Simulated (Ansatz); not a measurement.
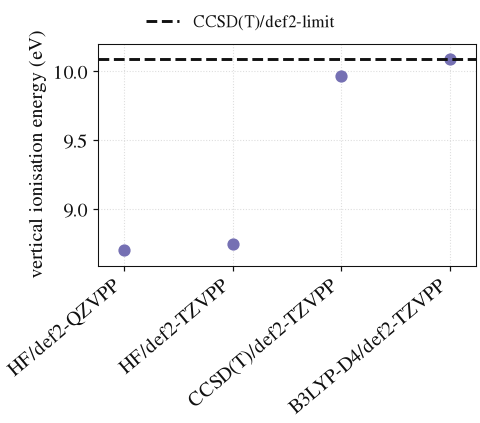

Vertical ionisation energy of CH₃FMg, SMILES [CH3][Mg][F], singlet, taken as the energy of the cation less that of the neutral at fixed geometry (unrestricted doublet cation, cores frozen in correlated methods, no spin-orbit coupling), the Ansatz code 0.2.0, at a PBE0-D4/def2-TZVP geometry (a minimum by its frequencies). Limit means an estimate of the basis limit from triple and quadruple zeta; for coupled cluster it is either extrapolated directly or built as the MP2 limit plus the step from MP2 in triple zeta. The distance of CCSD(T)/def2-TZVPP to the limit includes basis error.

Which level comes closest to the line (CCSD(T)/def2-limit), and which misses most?

Answer. Closest B3LYP-D4/def2-TZVPP (10.09 eV), against 10.09 eV; farthest HF/def2-QZVPP (8.70 eV).

What range do the values span, the line included?

Answer. From 8.70 eV (HF/def2-QZVPP) to 10.09 eV (CCSD(T)/def2-limit).

Caveats, for all or some of the runs: outer-core shells are correlated without core-valence functions, which makes the correlated values less sure.
